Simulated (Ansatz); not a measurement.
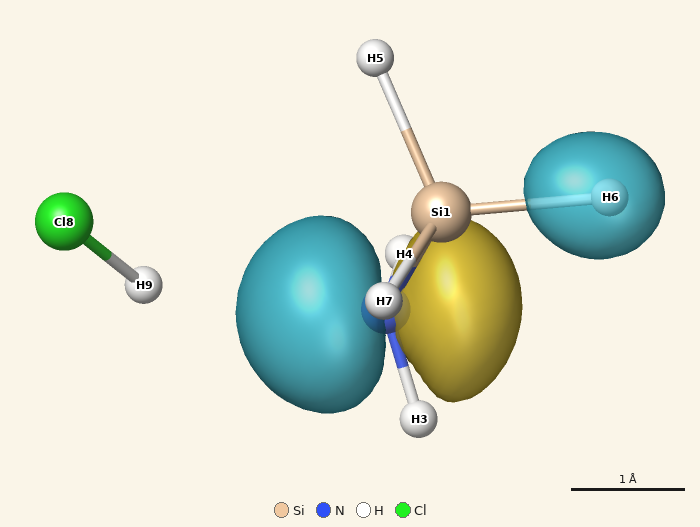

Figure 1: H$_{5}$NSi···HCl. The HOMO at ±0.2 Å⁻³ᐟ² (yellow and cyan are the two phases), seen at an oblique angle.

Not at a stationary point (largest force 0.7 eV/Å).

Theory: Ansatz 0.2.0, RKS B3LYP-D4/cc-pVDZ.

Input file:

```
crystal:
  periodic: [false, false, false]
  atoms:
    - { symbol: Si, position_ang: [0.0, 0.0, 0.0] }
    - { symbol: "N", position_ang: [0.0, 0.0, 2.17] }
    - { symbol: H, position_ang: [-0.877, -0.2713, 2.7] }
    - { symbol: H, position_ang: [0.877, 0.2713, 2.7] }
    - { symbol: H, position_ang: [1.3768, 0.0, -0.4862] }
    - { symbol: H, position_ang: [-0.6877, 1.1914, -0.4862] }
    - { symbol: H, position_ang: [-0.6877, -1.1914, -0.4862] }
    - { symbol: Cl, position_ang: [1.2683, -1.9259, 0.7662] }
    - { symbol: H, position_ang: [0.6875, -1.044, 1.9357] }
basis:
  gaussian: { orbitals: cc-pVDZ }
hamiltonian:
  xc: b3lyp
  dispersion: d4
relax:
  f_tol: 0.15
  max_steps: 25
  restrain:
    - { distance: [0, 7], at: 3.33, k: 30.0 }
    - { distance: [8, 1], at: 2.26, k: 30.0 }
    - { distance: [0, 1], at: 1.82, k: 30.0 }
    - { distance: [8, 7], at: 1.37, k: 30.0 }
output:
  orbitals: {}
```

Launched as:

```sh
ansatz run input.yaml --threads 1 --pin off --max-ram 2048MiB --backend cpu --events-out ev --progress --plain --runs-dir out
```

The fields are those of the run's last geometry, not of the input's.

Where does this orbital lie, and at what energy?

Answer. By Hirshfeld shares it lies mainly on N2 (about 60 %) and H6 (about 10 %). Its energy is −7.41 eV.
